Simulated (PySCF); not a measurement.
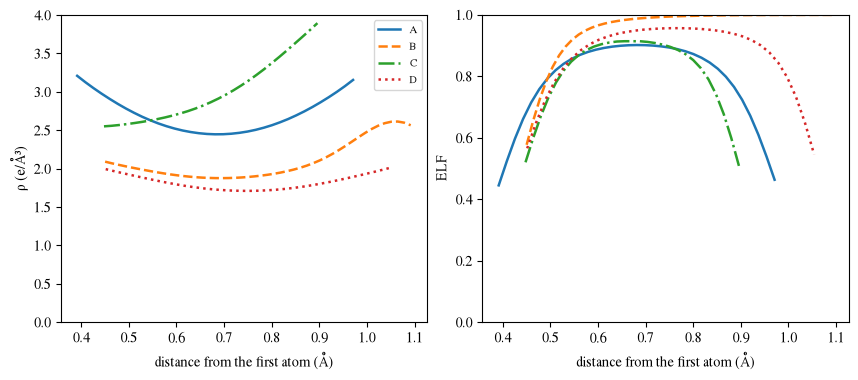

C6H12N2. Total electron density and ELF along straight lines between neighbouring atoms. The curves leave out the atomic cores.

Geometry: PBE0-D3(BJ)/def2-SVP.

The calculation used wB97X-D/def2-SVPD, SCF density, gas phase (PySCF).

Input

```
{"job": {"kind": "uv", "xc": "wB97X-D", "basis": "def2-SVPD", "ip": true, "dynamic": true}, "charge": 0, "multiplicity": 1}
C      3.123237    -0.007906    -0.522149
C      1.686208    -0.501900    -0.514927
C      0.682425     0.635180    -0.417816
N     -0.682708     0.177544    -0.469264
C     -1.211384    -0.577972     0.664095
C     -2.720979    -0.416859     0.482918
C     -2.737881     0.837372    -0.349568
N     -1.593968     1.115483    -0.852179
H      3.312102     0.660167    -1.377710
H      3.359070     0.556793     0.394245
H      3.836214    -0.842925    -0.589346
H      1.469548    -1.077898    -1.430057
H      1.541068    -1.198982     0.328351
H      0.870213     1.221351     0.510886
H      0.811554     1.328991    -1.261875
H     -0.871771    -1.622832     0.652178
H     -0.874482    -0.116222     1.618150
H     -3.275824    -0.339244     1.429052
H     -3.157223    -1.258358    -0.086939
H     -3.615326     1.436308    -0.601508
```

Run with:

```sh
OMP_NUM_THREADS=1 python probes_run.py task.json out
```

Question: Which curve belongs to which contact (C–C, C–H, C–N and N–N)? The first atom named is at distance zero.

Answer: Curve A: N–N (1.36 Å): ρ is about 2.4 e/Å³ halfway; the ELF peaks at about 0.90 between the atoms, as expected for localised, covalent bonding. Curve B: C–H (1.09 Å): ρ at the midpoint is about 2 e/Å³; the ELF climbs to about 1 towards the hydrogen, as it does in any bond to H; a covalent bond by its length. Curve C: C–N (1.28 Å): ρ at the midpoint is about 2.8 e/Å³; the ELF peaks at about 0.90 between the atoms, as expected for a covalent bond. Curve D: C–C (1.51 Å): the density is about 1.7 e/Å³ at the midpoint; the ELF peaks at about 0.95 between the atoms (a shared electron pair).
